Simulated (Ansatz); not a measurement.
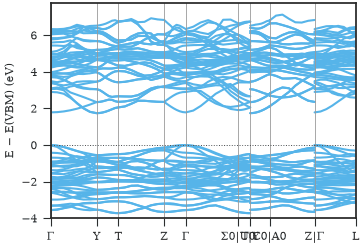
*Band structure from DFT-r²SCAN in the program Ansatz with PAW potentials*

Q: Read off the gap and where the band edges lie.

A: About 1.7 eV (1.74 eV by a search for the band edges); maximum at Γ, minimum at Y.

The material is Y$_{2}$Se$_{3}$ in space group Fddd (No. 70; Y on 16g, Y on 16g, Se on 16e, Se on 32h).

The workflow started from a Materials Project entry (that database holds measured and hypothetical structures alike); the Crystallography Open Database copy checked does not list it. Whether it is the stable phase at ambient conditions was not checked. The cell was relaxed with r²SCAN under the symmetry of its start; its stability against distortions is not shown here. The run is not spin-polarised. Scalar-relativistic: spin–orbit coupling is off unless named, which matters more the heavier the elements.

Potentials: the later of the program's two PAW sets.
